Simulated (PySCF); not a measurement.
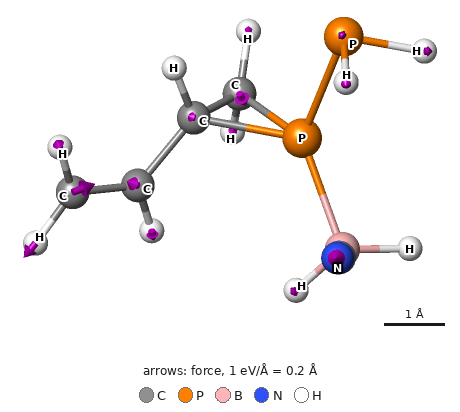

Starting geometry of C5H10BNP2 with the computed forces as purple arrows. Style: ball-and-stick. Shown at a tilt.

The start comes from GFN2-xTB. Its atoms were then displaced at random by about 0.01 Å.

Computed with PBE0-D3(BJ)/def2-SVP geometry optimisation, gas phase (PySCF 2.14.0, density-fitted response routines). 

What follows when this structure is relaxed?

Answer. It isn't relaxed: the largest force vector, on the N atom, is 4.80 eV/Å. The final displacements have little in common with the starting forces (cosine between the two patterns 0.06). The N atom moves most after the best rigid fit: 0.42 Å. By element the largest moves are N 0.42 Å, H 0.41 Å, C 0.25 Å, P 0.15 Å, B 0.09 Å. Some distances before and after: C–H 1.052 → 1.092 Å, C–N 1.127 → 1.162 Å, C–C 1.481 → 1.515 Å, H–P 1.398 → 1.429 Å. Among the angles between lasting bonds that change: C–P–B 128.4° → 122.5°, P–B–C 97.8° → 103.1°, C–P–P 101.7° → 106.7°. The energy falls by 25.6 kJ/mol in 12 geometry steps.
